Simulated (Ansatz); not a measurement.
**AlH2OF (SMILES [OH][AlH][F]) at wB97X/STO-3G**

What is the energy change on altering one bond length of AlH2OF at wB97X/STO-3G? 

The calculation is run with Ansatz 0.2.0.

69 further runs of the same task are left out: 5 that didn't finish, 64 set aside as unsound or not needed.

**1. The molecule**

The species is AlH2OF (5 atoms), meant as a singlet with charge 0. As SMILES, `[OH][AlH][F]`. The shape comes from GFN2-xTB, which is rough for such elements, and wasn't checked as a minimum. This is one conformer, not always the lowest.

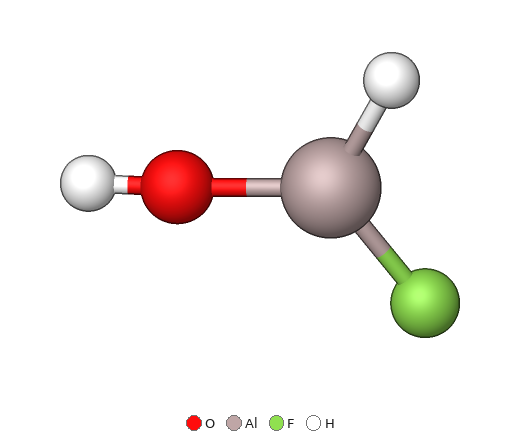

Viewed from a chosen angle; oxygen red, aluminium light grey, fluorine green, hydrogen white.

**2. A single-point energy at wB97X/STO-3G**

Input file job.yaml:

```yaml
crystal:
  periodic: [false, false, false]
  atoms:
    - {symbol: O, position_ang: [-1.021720, 0.325810, -0.327270]}
    - {symbol: Al, position_ang: [0.472970, -0.139110, 0.144100]}
    - {symbol: F, position_ang: [0.778780, -1.566900, 0.912060]}
    - {symbol: H, position_ang: [-1.871140, 0.628670, -0.614330]}
    - {symbol: H, position_ang: [1.641100, 0.751530, -0.114560]}
basis:
  gaussian:
    orbitals: STO-3G
accuracy: high
hamiltonian:
  xc: {name: wB97X}
```

Launch:

```sh
ansatz run job.yaml --threads 1 --pin off --max-ram 2610MiB --events-out events.jsonl --progress --plain --runs-dir runs
```

What it wrote:

```text
Warning: RAYON_NUM_THREADS=1 ignored (pool sized by the plan → 1); use --threads N
Functional definition: wB97X
  name "wB97X"
  parameter omega = 0.3/bohr
  parameter cx = 0.157706
  parameter cx1 = 0.726479
  parameter cx2 = 1.04760
  parameter cx3 = -5.70635
  parameter cx4 = 13.2794
  parameter css1 = -4.33879
  parameter css2 = 18.2308
  parameter css3 = -31.7430
  parameter css4 = 17.2901
  parameter cos1 = 2.37031
  parameter cos2 = -11.3995
  parameter cos3 = 6.58405
  parameter cos4 = -3.78132
  exchange = spin_sum(e_x_unif_sr(omega)*poly(b97_u_x, 1 - cx, cx1, cx2, cx3, cx4)) + cx*exact_x_sr(omega)
      + exact_x_lr(omega)
  correlation = spin_sum(e_c_pw_same_spin*poly(b97_u_same, 1, css1, css2, css3, css4))
      + integral(e_c_pw_opposite_spin*poly(b97_u_opposite, 1, cos1, cos2, cos3, cos4))
377 factors; integrals over basis functions are off by at most 3.2e-8 eV
146 factors; integrals over basis functions are off by at most 1.0e-9 eV
mean field evaluation 1: about -11242.2066 eV, gradient 2.9e1 eV
mean field evaluation 2: about -11244.5955 eV, gradient 1.7e1 eV
mean field evaluation 4: about -11245.4185 eV, gradient 1.8e-1 eV
mean field evaluation 8: about -11245.3936 eV, gradient 3.5e-3 eV
mean field evaluation 16: about -11245.3936 eV, gradient 9.3e-8 eV
mean field -11245.39358558 eV, -413.2605918685 hartree, gradient 9.1e-8 eV, S^2 0.000000; 0 other end points of the search recorded, 0 dependent functions left out
reference -11245.39358401 eV, -413.2605918110 hartree; 16, 16 occupied and 5, 5 virtual orbitals, 377 factors
Total energy: -11245.39358401 eV, -413.2605918110 hartree
```

Wall time 4.2 s (1 thread of Arm Neoverse V2, shared host); peak memory 0.26 GiB.

**3. The distorted shape, same level**

Input file molecule.yaml:

```yaml
crystal:
  periodic: [false, false, false]
  atoms:
    - {symbol: O, position_ang: [-1.395347, 0.442026, -0.445098]}
    - {symbol: Al, position_ang: [0.472970, -0.139110, 0.144100]}
    - {symbol: F, position_ang: [0.778780, -1.566900, 0.912060]}
    - {symbol: H, position_ang: [-2.244767, 0.744886, -0.732158]}
    - {symbol: H, position_ang: [1.641100, 0.751530, -0.114560]}
basis:
  gaussian: {orbitals: STO-3G}
hamiltonian: {xc: {name: wB97X}}
accuracy: high
```

Launch:

```sh
ansatz run molecule.yaml --threads 1 --pin off --max-ram 2610MiB --events-out events.jsonl --progress --plain --runs-dir runs
```

What it wrote, cut to the lines that bear on the results:

```text
Warning: RAYON_NUM_THREADS=1 ignored (pool sized by the plan → 1); use --threads N
[... 2 set-up lines as earlier in the session ...]
[...]
      + exact_x_lr(omega)
[...]
      + integral(e_c_pw_opposite_spin*poly(b97_u_opposite, 1, cos1, cos2, cos3, cos4))
369 factors; integrals over basis functions are off by at most 3.2e-8 eV
147 factors; integrals over basis functions are off by at most 1.3e-9 eV
[...]
mean field -11242.74061336 eV, -413.1630969378 hartree, gradient 6.5e-8 eV, S^2 0.000000; 0 other end points of the search recorded, 0 dependent functions left out
reference -11242.74061174 eV, -413.1630968783 hartree; 16, 16 occupied and 5, 5 virtual orbitals, 369 factors
Total energy: -11242.74061174 eV, -413.1630968783 hartree
```

Run time: 4.8 s. Hardware: 1 thread of Arm Neoverse V2, shared host; peak memory 0.26 GiB.

**4. What came out**

At wB97X/STO-3G:

| quantity | value |
| --- | --- |
| first shape: total energy | -413.26059 Eh |
| distorted shape: total energy | -413.16310 Eh |
| energy change with the O1–Al2 bond stretched from 1.635 to 2.043 Å | 2.653 eV |

In words: With the O1–Al2 bond stretched from 1.635 to 2.043 Å the energy rises by 2.65 eV (61 kcal/mol). The first shape isn't relaxed at this level, so the change isn't measured from a minimum. The minimal basis adds a large error of its own.
